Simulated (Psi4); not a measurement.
**AlBNH4F (SMILES [NH2][AlH][BH]F) at HF/aug-cc-pVTZ (density fitting, sweep point 9)**

Aim: the vertical ionisation energy of AlBNH4F at HF/aug-cc-pVTZ (density fitting, sweep point 9), from 2 runs. 

The calculation is run with Psi4 1.11.

## (1) The system as given

The species is AlBNH4F (8 atoms), meant as a singlet with charge 0. SMILES: `[NH2][AlH][BH]F`. The coordinates come from a PBE0-D4/def2-TZVP relaxation. This is one conformer, not always the lowest.

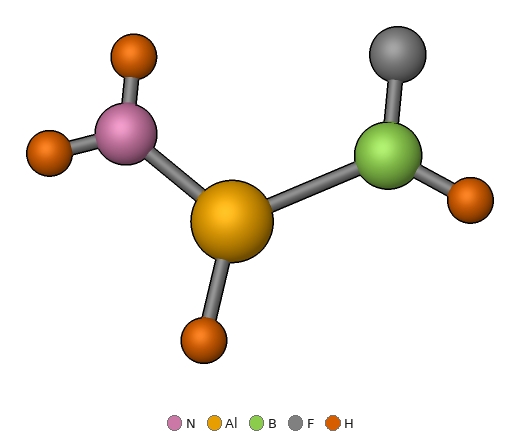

Viewed from a chosen angle; nitrogen pink, aluminium amber, boron green, fluorine grey, hydrogen orange.

## (2) A single-point energy at HF/aug-cc-pVTZ (density fitting, sweep point 9)

File input.in:

```
memory 1600 MB

molecule {
  0 1
  N     -1.034900     1.238000     0.178100
  Al     0.358400     0.247200     0.637000
  B      0.824000    -1.438600    -0.645900
  F      0.022100    -1.693000    -1.675500
  H     -1.365500     2.050100     0.674400
  H     -1.614500     1.063500    -0.627700
  H      1.149400     0.679500     1.946200
  H      1.753200    -2.203800    -0.542400
  symmetry c1
}

set {
  basis aug-cc-pVTZ
  puream true
  scf_type df
}

e_tot = energy('hf')
```

On the command line:

```sh
psi4 input.in input.out -n 1
```

input.out:

```text
[...]
  Running in c1 symmetry.
[...]
  Nuclear repulsion =  128.701780416363988
[...]
  Multiplicity = 1
[...]
  Nalpha       = 19
  Nbeta        = 19
[...]
    Number of basis functions: 280
[...]
   @DF-RHF iter   1:  -422.80876881954231   -1.26750e+00   2.16326e-03 DIIS/ADIIS
[...]
   @DF-RHF iter   7:  -422.96454173686561   -2.51064e-07   7.88524e-07 DIIS
[...]
    Orbital Energies [Eh]
    ---------------------
    Doubly Occupied:
       1A    -58.451575     2A    -26.299819     3A    -15.526215
       4A     -7.653821     5A     -4.868631     6A     -3.183848
       7A     -3.181977     8A     -3.181430     9A     -1.609523
      10A     -1.106847    11A     -0.779593    12A     -0.695038
      13A     -0.665638    14A     -0.638315    15A     -0.606931
      16A     -0.568307    17A     -0.464466    18A     -0.400138
      19A     -0.377252
[...]
  @DF-RHF Final Energy:  -422.96454173686561
   => Energetics <=
    Nuclear Repulsion Energy =            128.7017804163639880
    One-Electron Energy =                -842.8142722001460925
    Two-Electron Energy =                 291.1479500469165487
    Total Energy =                       -422.9645417368656126
[...]
 Multipole Moments:
 ------------------------------------------------------------------------------------
     Multipole            Electronic (a.u.)      Nuclear  (a.u.)        Total (a.u.)
 ------------------------------------------------------------------------------------
 L = 1.  Multiply by 2.5417464519 to convert [e a0] to [Debye]
 Dipole X            :          1.1935194           -1.2650672           -0.0715478
 Dipole Y            :         -4.2714722            4.5014775            0.2300054
 Dipole Z            :         -3.0430557            3.1839499            0.1408942
 Magnitude           :                                                    0.2790568
[...]
```

Run time: 6.6 s. Hardware: 1 thread of Intel Xeon at 2.60GHz (Ice Lake), shared host; peak memory 0.78 GiB.

## (3) The doublet cation, same level

File calc.inp:

```
memory 1.6 GB

molecule mol {
  1 2
  N     -1.034900     1.238000     0.178100
  Al     0.358400     0.247200     0.637000
  B      0.824000    -1.438600    -0.645900
  F      0.022100    -1.693000    -1.675500
  H     -1.365500     2.050100     0.674400
  H     -1.614500     1.063500    -0.627700
  H      1.149400     0.679500     1.946200
  H      1.753200    -2.203800    -0.542400
  units angstrom
  symmetry c1
}

set reference uhf
set puream true
set scf_type df
set maxiter 100

e, wfn = energy('hf/aug-cc-pVTZ', return_wfn=True)
```

On the command line:

```sh
psi4 -n 1 calc.inp calc.out
```

calc.out:

```text
[...]
  Running in c1 symmetry.
[...]
  Nuclear repulsion =  128.701780416363988
[...]
  Multiplicity = 2
[...]
  Nalpha       = 19
  Nbeta        = 18
[...]
    Number of basis functions: 280
[...]
   @DF-UHF iter   1:  -422.45118177753278   -9.09912e-01   2.15808e-03 ADIIS/DIIS
[...]
   @DF-UHF iter  10:  -422.63050833124112   -2.58662e-07   3.97487e-07 DIIS
[...]
   @S^2 Observed:                7.744230139E-01
[...]
    Orbital Energies [Eh]
    ---------------------
    Alpha Occupied:
       1A    -58.721184     2A    -26.567007     3A    -15.718377
       4A     -7.974386     5A     -5.135800     6A     -3.453809
       7A     -3.449380     8A     -3.446221     9A     -1.869485
      10A     -1.293462    11A     -1.048411    12A     -0.966740
      13A     -0.915885    14A     -0.897761    15A     -0.823257
      16A     -0.802069    17A     -0.723073    18A     -0.681836
      19A     -0.583950
    Alpha Virtual:
      20A     -0.207094    21A     -0.102320    22A     -0.092508
      23A     -0.079634    24A     -0.070096    25A     -0.064367
[...]
  @DF-UHF Final Energy:  -422.63050833124112
   => Energetics <=
    Nuclear Repulsion Energy =            128.7017804163639880
    One-Electron Energy =                -833.5092041813479682
    Two-Electron Energy =                 282.1769154337428063
    Total Energy =                       -422.6305083312411170
  UHF NO Occupations:
  HONO-2 :   17  A 1.9968383
  HONO-1 :   18  A 1.9918212
  HONO-0 :   19  A 1.0000000
  LUNO+0 :   20  A 0.0081788
  LUNO+1 :   21  A 0.0031617
[...]
 Multipole Moments:
 ------------------------------------------------------------------------------------
     Multipole            Electronic (a.u.)      Nuclear  (a.u.)        Total (a.u.)
 ------------------------------------------------------------------------------------
 L = 1.  Multiply by 2.5417464519 to convert [e a0] to [Debye]
 Dipole X            :          2.1867729           -1.2650672            0.9217057
 Dipole Y            :         -4.8231434            4.5014775           -0.3216659
 Dipole Z            :         -2.6053317            3.1839499            0.5786182
 Magnitude           :                                                    1.1348169
[...]
```

It took 9 s on 1 thread of Intel Xeon at 2.60GHz (Ice Lake), shared host; peak memory 0.78 GiB.

## (4) Summary of results

Level: HF/aug-cc-pVTZ (density fitting, sweep point 9).

```
                                          quantity          value
                     singlet AlBNH4F: total energy  -422.96454 Eh
                    singlet AlBNH4F: dipole moment         0.71 D
                      singlet AlBNH4F: HOMO energy      -10.27 eV
                      singlet AlBNH4F: LUMO energy        0.48 eV
                    singlet AlBNH4F: HOMO–LUMO gap       10.74 eV
                      doublet cation: total energy  -422.63051 Eh
doublet cation: HOMO energy (highest over α and β)      -15.89 eV
 doublet cation: LUMO energy (lowest over α and β)       -7.99 eV
                              doublet cation: ⟨S²⟩          0.774
vertical ionisation energy (to the doublet cation)       9.090 eV
```

The vertical ionisation energy comes to 9.09 eV (210 kcal/mol). −ε(HOMO) before ionisation, 10.27 eV, is 1.18 eV above this ionisation energy.
